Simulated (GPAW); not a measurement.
# B K-edge XANES of YCo3B2 (P6/mmm), part 2 of 3

What does one-electron theory with a core hole give for the B K edge of YCo3B2 (P6/mmm)?

GPAW 26.7.0; X-ray absorption from dipole matrix elements to empty bands, plane-wave PAW LDA.

So far. Step 2 (The field without a hole): The mesh shows no gap, so the system is treated as a metal and the core electron is put at the Fermi level (neutral cell). Step 3 (Spectrum without a core hole, B atom 5): Main maxima below 24 eV (height): 1.5 eV (0.95), 4.6 eV (1.48), 6.6 eV (2.04), 13.0 eV (0.98), 16.5 eV (1.37) and 20.8 eV (0.96). A K edge sees empty p states on the absorber.

### Step 5. Spectrum with XCH, B atom 5

The holes are 5.9 Å apart. In GPAW the data set carries the hole's charge, so charge=0 means a charged cell and charge=-1 a neutral one. The excited electron is kept in the cell, where it fills the lowest empty states and screens the hole. After the field has converged, empty bands are computed with the density fixed and the dipole matrix elements are summed.

The input, xas.py:

```python
import numpy as np
from ase import Atoms
from ase.parallel import parprint, paropen
from gpaw import GPAW, PW, FermiDirac, Mixer, MixerDif, setup_paths
from gpaw.test import gen
setup_paths.insert(0, '.')
gen('B', name='fch1s', xcname='LDA', corehole=(1, 0, 1), write_xml=True)
from gpaw.mpi import world
world.barrier()

atoms = Atoms('Y3Co9B6',
    cell=[[2.5165, 4.35870586, -3.038],
     [2.5165, -4.35870586, -3.038],
     [-5.033, 0, -3.038]],
    scaled_positions=[[0, 0, 0],
     [0.33333333, 0.33333333, 0.33333333],
     [0.66666667, 0.66666667, 0.66666667],
     [0, 0.5, 0],
     [0.33333333, 0.83333333, 0.33333333],
     [0.66666667, 0.16666667, 0.66666667],
     [0.16666667, 0.66666667, 0.66666667],
     [0.5, 0, 0],
     [0.83333333, 0.33333333, 0.33333333],
     [0, 0, 0.5],
     [0.33333333, 0.33333333, 0.83333333],
     [0.66666667, 0.66666667, 0.16666667],
     [0.33333333, 0, 0.66666667],
     [0.66666667, 0.33333333, 0],
     [0, 0.66666667, 0.33333333],
     [0.33333333, 0.66666667, 0],
     [0.66666667, 0, 0.33333333],
     [0, 0.33333333, 0.66666667]],
    magmoms=[0.0, 0.0, 0.0, 3.0, 3.0, 3.0, 3.0, 3.0, 3.0, 3.0, 3.0, 3.0, 0.0, 0.0, 0.0, 0.0, 0.0, 0.0],
    pbc=True)
atoms.calc = calc = GPAW(legacy_gpaw=True, mode=PW(430), xc='LDA', setups={12: 'fch1s'},
    kpts={'size': (3, 3, 3), 'gamma': True}, occupations=FermiDirac(0.1),
    charge=-1, mixer=MixerDif(0.05, 8, 50), maxiter=150,
    convergence={'density': 0.0001}, txt='scf.txt')
energy = atoms.get_potential_energy() + calc.get_reference_energy()
ef = calc.get_fermi_level()
out = dict(energy=energy, fermi=ef, forces=atoms.get_forces().tolist(), magmoms=atoms.get_magnetic_moments().tolist())
parprint(f'all-electron energy {energy:.4f} eV, Fermi level {ef:.4f} eV')
ev = np.array([[calc.get_eigenvalues(k, s) for k in range(len(calc.get_ibz_k_points()))] for s in range(calc.get_number_of_spins())])
out['homo'], out['lumo'], out['counts'] = ev[ev < ef].max(), ev[ev > ef].min(), sorted(set((ev < ef).sum((0, 2)).tolist()))
out['filled'] = (ev[:, 0] < ef).sum(1).tolist()

from ase.units import Ha
from gpaw.xas import dipole_matrix_elements
nb = int(calc.get_number_of_electrons() / 2) + 182
top, nb = nb, nb + 8 + nb // 12
nscf = calc.fixed_density(kpts={'size': (4, 4, 4), 'gamma': True}, nbands=nb,
    convergence={'bands': top, 'eigenstates': 1e-5}, maxiter=60, txt='nscf.txt')
cell = atoms.cell.array
ops = [cell.T @ U.T @ np.linalg.inv(cell.T) for U in nscf.wfs.kd.symmetry.op_scc]
E = np.arange(-6, 34, 0.1)
fwhm = np.interp(E, [4, 25], [0.9, 3.5])
Y, X, zero, highest = 0, 0, 1e9, 1e9
for spin in range(nscf.get_number_of_spins()):
    wfs = nscf.wfs
    A = dipole_matrix_elements(wfs.setups[12])
    eps = np.zeros((wfs.kd.nibzkpts, nb))
    d = np.zeros((3, A.shape[1], wfs.kd.nibzkpts, nb), complex)
    for kpt in wfs.kpt_u:
        if kpt.s == spin and 12 in kpt.P_ani:
            eps[kpt.k] = kpt.eps_n * Ha
            d[:, :, kpt.k] = (kpt.weight * wfs.nspins / 2) ** 0.5 * np.inner(A, kpt.P_ani[12])
    world.sum(eps)
    world.sum(d)
    T = np.einsum('amkn,bmkn->abkn', d, d.conj()).real
    T = sum(np.einsum('ai,ijkn,bj->abkn', R, T, R) for R in ops) / len(ops)
    empty = eps > ef
    zero, highest = min(zero, eps[empty].min()), min(highest, eps[:, top - 1].min())
    lines = [(eps, T, empty)] if spin == 0 else lines + [(eps, T, empty)]
for eps, T, empty in lines:
    f = np.einsum('aakn->akn', T).reshape(3, -1)
    x = eps.ravel() - zero
    w = np.interp(x, E, fwhm) / 2.35482
    g = np.exp(-0.5 * ((E[:, None] - x) / w) ** 2) / (w * (2 * np.pi) ** 0.5)
    Y = Y + (f * empty.ravel()) @ g.T
    X = X + (f * ~empty.ravel()) @ g.T
out.update(E=E.round(2).tolist(), xas=Y.tolist(), xes=X.tolist(), zero=zero, valid=highest - zero, nk=len(eps), nb=nb)
for i in range(0, len(E), 10):
    parprint(f'{E[i]:7.2f}', *(f'{v:10.3e}' for v in Y[:, i]))
import json
with paropen('out.json', 'w') as f:
    json.dump(out, f)
```

Command:

```console
OMP_NUM_THREADS=1 mpirun -n 4 gpaw python xas.py
```

Numbers of over 12 decimals in the logs are rounded to 6 here.

Output:

```text
Input parameters:
  charge: -1
  convergence: {density: 0.0001}
  kpts: {gamma: True,
         size: (3, 3, 3)}
  maxiter: 150
  mixer: {backend: pulay,
          beta: 0.05,
          method: difference,
          nmaxold: 8,
          weight: 50}
  mode: {ecut: 430.0,
         name: pw}
  occupations: {fixmagmom: False,
                name: fermi-dirac,
                width: 0.1}
  setups: {12: fch1s}

Initialize ...

[... PAW data sets ...]

Reference energy: -620278.891403  # eV

Spin-polarized calculation.
Initial magnetic moment: 27.000000

[... convergence settings ...]
Symmetries present (total): 1
  [... symmetry matrices ...]

27 k-points: 3 x 3 x 3 Monkhorst-Pack grid
14 k-points in the irreducible part of the Brillouin zone
       k-points in crystal coordinates                weights
   0:     0.00000000    0.00000000    0.00000000          1/27
   1:     0.00000000    0.00000000    0.33333333          2/27
   2:     0.00000000    0.33333333   -0.33333333          2/27
   3:     0.00000000    0.33333333    0.00000000          2/27
   4:     0.00000000    0.33333333    0.33333333          2/27
   5:     0.33333333   -0.33333333   -0.33333333          2/27
   6:     0.33333333   -0.33333333    0.00000000          2/27
   7:     0.33333333   -0.33333333    0.33333333          2/27
   8:     0.33333333    0.00000000   -0.33333333          2/27
   9:     0.33333333    0.00000000    0.00000000          2/27
          ...
  13:     0.33333333    0.33333333    0.33333333          2/27

Wave functions: Plane wave expansion
  Cutoff energy: 430.000 eV
  Number of coefficients (min, max): 4035, 4057
  Pulay-stress correction: 0.000000 eV/Ang^3 (de/decut=0.000000)
  Using FFTW library
  Wavefunction extrapolation:
    Improved wavefunction reuse through dual PAW basis

Occupation numbers: Fermi-Dirac:
  width: 0.1000  # eV

Eigensolver
   Davidson(niter=2)

Densities:
  Coarse grid: 30*30*30 grid
  Fine grid: 60*60*60 grid
  Total Charge: 0.000000

Density mixing:
  Method: difference
  Backend: pulay
  Linear mixing parameter: 0.05
  old densities: 8
  Width of damping distribution: 1.1
  Damping of long wavelength oscillations: 50

[... Hamiltonian set-up ...]
Number of atoms: 18
Number of atomic orbitals: 144
Number of bands in calculation: 100
Number of valence electrons: 133
Bands to converge: occupied

... initialized

Initializing position-dependent things.

Density initialized from atomic densities
Creating initial wave functions:
  100 bands from LCAO basis set

               Y
                   Co
         Co      B
          B           B
             CoY CoCo
        B           B
         Co  B       Co
           Co    Co
               Y

Atomic positions and initial magnetic moments

Positions:
   0 Y      0.000000    0.000000    0.000000    ( 0.0000,  0.0000,  0.0000)
   1 Y      0.000000   -0.000000   -3.038000    ( 0.0000,  0.0000,  0.0000)
   2 Y      0.000000    0.000000   -6.076000    ( 0.0000,  0.0000,  0.0000)
   3 Co     1.258250   -2.179353   -1.519000    ( 0.0000,  0.0000,  3.0000)
   4 Co     1.258250   -2.179353   -4.557000    ( 0.0000,  0.0000,  3.0000)
   5 Co    -1.258250    2.179353   -4.557000    ( 0.0000,  0.0000,  3.0000)
   6 Co    -1.258250   -2.179353   -4.557000    ( 0.0000,  0.0000,  3.0000)
[...]
15 B      2.516500   -1.452902   -3.038000    ( 0.0000,  0.0000,  0.0000)
  16 B      0.000000    2.905804   -3.038000    ( 0.0000,  0.0000,  0.0000)
  17 B     -2.516500   -1.452902   -3.038000    ( 0.0000,  0.0000,  0.0000)

Unit cell:
           periodic     x           y           z      points  spacing
  1. axis:    yes    2.516500    4.358706   -3.038000    30     0.1938
  2. axis:    yes    2.516500   -4.358706   -3.038000    30     0.1938
  3. axis:    yes   -5.033000    0.000000   -3.038000    30     0.1938

[...]
iter:  18  -173.277606c  -6.38  -4.03c   -0.0662
iter:  19  -173.277622c  -6.82  -4.18c   -0.0663
iter:  20  -173.277616c  -7.27  -4.27c   -0.0669
iter:  21  -173.277609c  -7.44c -4.47c   -0.0687

Converged after 21 iterations.

Dipole moment: (-0.043182, -0.024929, -0.000000) |e|*Ang

Total magnetic moment: (0.000000, 0.000000, -0.068652)
Local magnetic moments:
   0 Y  ( 0.000000,  0.000000,  0.003524)
   1 Y  ( 0.000000,  0.000000,  0.003524)
   2 Y  ( 0.000000,  0.000000,  0.003524)
   3 Co ( 0.000000,  0.000000,  0.003835)
   4 Co ( 0.000000,  0.000000,  0.024538)
   5 Co ( 0.000000,  0.000000,  0.024529)
   6 Co ( 0.000000,  0.000000,  0.024529)
   7 Co ( 0.000000,  0.000000,  0.024538)
   8 Co ( 0.000000,  0.000000,  0.003835)
   9 Co ( 0.000000,  0.000000,  0.024501)
  10 Co ( 0.000000,  0.000000,  0.024501)
  11 Co ( 0.000000,  0.000000,  0.003828)
  12 B  ( 0.000000,  0.000000, -0.169784)
  13 B  ( 0.000000,  0.000000,  0.000017)
  14 B  ( 0.000000,  0.000000,  0.000017)
  15 B  ( 0.000000,  0.000000, -0.000948)
  16 B  ( 0.000000,  0.000000, -0.000948)
  17 B  ( 0.000000,  0.000000, -0.000949)

Energy contributions relative to reference atoms: (reference = -620278.891403)

Kinetic:        +88.933037
Potential:      -79.674051
External:        +0.000000
XC:            -183.846196
Entropy (-ST):   -0.350247
Local:           +1.484724
SIC:             +0.000000
--------------------------
Free energy:   -173.452732
Extrapolated:  -173.277609

Spin contamination: 0.559823 electrons
Showing only first 2 kpts
                      Up                     Down
 Kpt  Band  Eigenvalues  Occupancy  Eigenvalues  Occupancy
  0    64     10.00746    0.63002     10.01104    0.62165
  0    65     10.00748    0.62999     10.01107    0.62158
  0    66     10.49534    0.01279     10.29647    0.08645
  0    67     10.50902    0.01117     10.52714    0.00934

  1    64      9.63919    0.98544      9.64409    0.98472
  1    65      9.89325    0.84217      9.88430    0.85370
  1    66      9.95288    0.74614      9.94480    0.76114
  1    67     10.31455    0.07320     10.27896    0.10132

Fermi level: 10.06069

No gap
No difference between direct/indirect transitions

Forces in eV/Ang:
  0 Y     0.08642    0.04989    0.00001
  1 Y    -0.08642    0.04989   -0.00001
  2 Y    -0.00000   -0.09979    0.00000
  3 Co    0.04969    0.02867   -0.00002
  4 Co   -0.33963   -0.21625   -0.42561
  5 Co   -0.35704   -0.18597    0.42559
  6 Co    0.35704   -0.18597   -0.42559
[...]
15 B    -0.19443    0.11225    0.00003
 16 B     0.19443    0.11225   -0.00003
 17 B     0.00000   -0.22449    0.00000
Scalar-relativistic atomic LDA calculation for B (Boron, Z=5)
Core hole in 1s state (1s occupation: 1.0)
300 radial gridpoints.
|------------------------------------------------|
|------------------------------------------------|
[... the atom generator's iteration count ...]

Energy contributions:
-------------------------
Kinetic:      +16.693400
XC:            -2.260601
Potential:    -31.255183
-------------------------
Total:        -16.822384

state      eigenvalue         ekin         rmax
-----------------------------------------------
1s^1.0 :    -8.526766    11.791826        0.204
2s^2.0 :    -0.864526     1.675176        1.279
2p^1.0 :    -0.653666     1.551222        1.105
-----------------------------------------------
(units: Bohr and Hartree)

Generating PAW setup
Kinetic energy of the core from tauc = 11.795725
Cutoffs:
rc(s)=1.200
rc(p)=1.200
rc(d)=1.200
rc(vbar)=1.080
rc(comp)=1.200
rc(nct)=1.200

Kinetic energy of the core states: 11.791826
Charge: 1.0
Core electrons: 1.0
Valence electrons: 3.0
Pseudo-core charge: 0.037612
Shape function alpha=6.944
Pseudo-electron charge 3.041132
state    eigenvalue         norm
--------------------------------
2s(2) :    -0.864526     1.030522
*s    :     0.135474
2p(1) :    -0.653666     0.942475
*p    :     0.346334
*d    :     0.000000
--------------------------------

Diagonalizing with gridspacing h=0.050

state   all-electron     PAW
-------------------------------
2s:      -0.864526    -0.865247
2p:      -0.653666    -0.654690
*d:                   -0.075592
*f:                   -0.015154
-------------------------------
all-electron energy -620452.1690 eV, Fermi level 10.0607 eV
  -6.00  1.043e-58  1.043e-58  2.065e-58
  -5.00  2.749e-42  2.749e-42  5.020e-42
  -4.00  7.988e-29  7.990e-29  1.329e-28
  -3.00  2.596e-18  2.597e-18  3.883e-18
  -2.00  9.731e-11  9.734e-11  1.285e-10
  -1.00  4.658e-06  4.660e-06  5.256e-06
  -0.00  4.601e-04  4.602e-04  4.842e-04
[...]
31.00  3.700e-04  3.700e-04  3.929e-04
  32.00  3.304e-04  3.304e-04  3.860e-04
  33.00  3.538e-04  3.538e-04  4.404e-04
```

Wall time 16 min (4 MPI ranks of Intel Xeon Platinum 8559C (Emerald Rapids), shared host); peak memory 1 GiB; 65 min of CPU time.

The B K spectrum, B atom 5, excited-electron core hole (neutral cell) (energy from the lowest empty level; intensity scaled to a mean of 1 over the first 20 eV; polarised curves are means over the symmetry-equivalent atoms):

```
E (eV)  isotropic  ε ⊥ c  ε ∥ c
  -2.0       0.00   0.00   0.00
  -0.5       0.09   0.09   0.09
   1.0       1.40   1.49   1.22
   2.5       1.12   1.03   1.29
   4.0       2.05   2.43   1.28
   5.5       1.73   1.87   1.45
   7.0       0.91   1.09   0.56
   8.5       0.28   0.33   0.16
  10.0       0.54   0.43   0.77
  11.5       1.00   0.54   1.91
  13.0       0.90   0.64   1.43
  14.5       0.95   0.87   1.09
  16.0       1.10   1.15   0.99
  17.5       0.73   0.78   0.63
  19.0       0.66   0.72   0.53
  20.5       0.71   0.82   0.50
  22.0       0.59   0.63   0.52
  23.5       0.51   0.52   0.50
  25.0       0.47   0.52   0.37
  26.5       0.44   0.49   0.33
  28.0       0.47   0.51   0.39
  29.5       0.45   0.47   0.42
  31.0       0.36   0.36   0.38
```

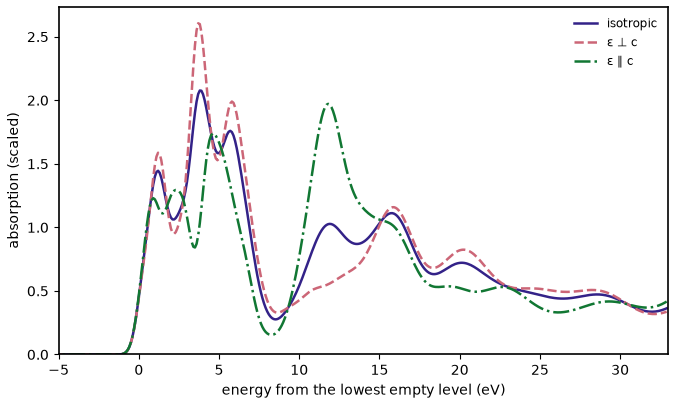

The B K edge, B atom 5, excited-electron core hole (neutral cell): main maxima at 1.2, 3.8 and 5.7 eV.

Main maxima below 24 eV (height): 1.2 eV (1.45), 3.8 eV (2.08), 5.7 eV (1.76), 11.9 eV (1.03), 15.8 eV (1.11) and 20.1 eV (0.72). 

The total-energy difference is 184.91 eV.

### Step 6. Reference energy of the cell

The cell and mesh change for the next run, so it gets a reference energy of its own.

The input, scf.py:

```python
import numpy as np
from ase import Atoms
from ase.parallel import parprint, paropen
from gpaw import GPAW, PW, FermiDirac, Mixer, MixerDif, setup_paths
from gpaw.test import gen
setup_paths.insert(0, '.')
gen('B', name='nch1s', xcname='LDA', corehole=(1, 0, 0), write_xml=True)
from gpaw.mpi import world
world.barrier()

atoms = Atoms('YCo3B2',
    cell=[[0, 0, -3.038],
     [2.5165, -4.35870586, 0],
     [-2.5165, -4.35870586, 0]],
    scaled_positions=[[0, 0, 0],
     [0.5, 0.5, 0],
     [0.5, 0, 0.5],
     [0.5, 0.5, 0.5],
     [0, 0.33333333, 0.33333333],
     [0, 0.66666667, 0.66666667]],
    magmoms=[0.0, 3.0, 3.0, 3.0, 0.0, 0.0],
    pbc=True)
atoms.calc = calc = GPAW(legacy_gpaw=True, mode=PW(430), xc='LDA', setups={4: 'nch1s'},
    kpts={'size': (6, 4, 4), 'gamma': True}, occupations=FermiDirac(0.1),
    charge=0, mixer=MixerDif(0.05, 8, 50), maxiter=150,
    convergence={'density': 0.0001}, txt='scf.txt')
energy = atoms.get_potential_energy() + calc.get_reference_energy()
ef = calc.get_fermi_level()
out = dict(energy=energy, fermi=ef, forces=atoms.get_forces().tolist(), magmoms=atoms.get_magnetic_moments().tolist())
parprint(f'all-electron energy {energy:.4f} eV, Fermi level {ef:.4f} eV')
ev = np.array([[calc.get_eigenvalues(k, s) for k in range(len(calc.get_ibz_k_points()))] for s in range(calc.get_number_of_spins())])
out['homo'], out['lumo'], out['counts'] = ev[ev < ef].max(), ev[ev > ef].min(), sorted(set((ev < ef).sum((0, 2)).tolist()))
out['filled'] = (ev[:, 0] < ef).sum(1).tolist()
import json
with paropen('out.json', 'w') as f:
    json.dump(out, f)
```

Command:

```console
OMP_NUM_THREADS=1 mpirun -n 4 gpaw python scf.py
```

Output:

```text
Input parameters:
  convergence: {density: 0.0001}
  kpts: {gamma: True,
         size: (6, 4, 4)}
  maxiter: 150
  mixer: {backend: pulay,
          beta: 0.05,
          method: difference,
          nmaxold: 8,
          weight: 50}
  mode: {ecut: 430.0,
         name: pw}
  occupations: {fixmagmom: False,
                name: fermi-dirac,
                width: 0.1}
  setups: {4: nch1s}

Initialize ...

[...]
2s(2) :    -0.344821     1.005361
*s    :     0.655179
2p(1) :    -0.136481     0.982498
*p    :     0.863519
*d    :     0.000000
--------------------------------

Diagonalizing with gridspacing h=0.050

state   all-electron     PAW
-------------------------------
2s:      -0.344821    -0.345234
2p:      -0.136481    -0.136840
*d:                    0.041809
*f:                    0.072211
-------------------------------
all-electron energy -206879.0694 eV, Fermi level 9.9867 eV
[key lines of the parts left out:]
Converged after 17 iterations.
Dipole moment: (0.000000, -0.000000, -0.000000) |e|*Ang
Free energy:    -51.210205
Fermi level: 9.98672
```

Elapsed: 13 s, on 4 MPI ranks; peak memory 0.26 GiB.

(Part 2 of 3 ends here.)

[Banner, clock and machine lines of the logs are left out without a mark of their own.]

[Logs are printed without paths, hosts, clocks, repeated set-up lines and the standing remarks that a program may print on its own settings, such as how far it seeks lower states.]

[Hosts, paths, dates, database ids (printed as entryN), source tags and the programs' standing remarks are cut or masked in the printed files.]

[Lists of maxima count a maximum above −3 eV only where it reaches 4 % of the highest in the window and stands out from its surroundings by 2 % of it (1.5 % where it reaches 55 %); shoulders and weaker maxima are passed over, and of the rest the first, up to two pre-edge ones and the few strongest are named.]
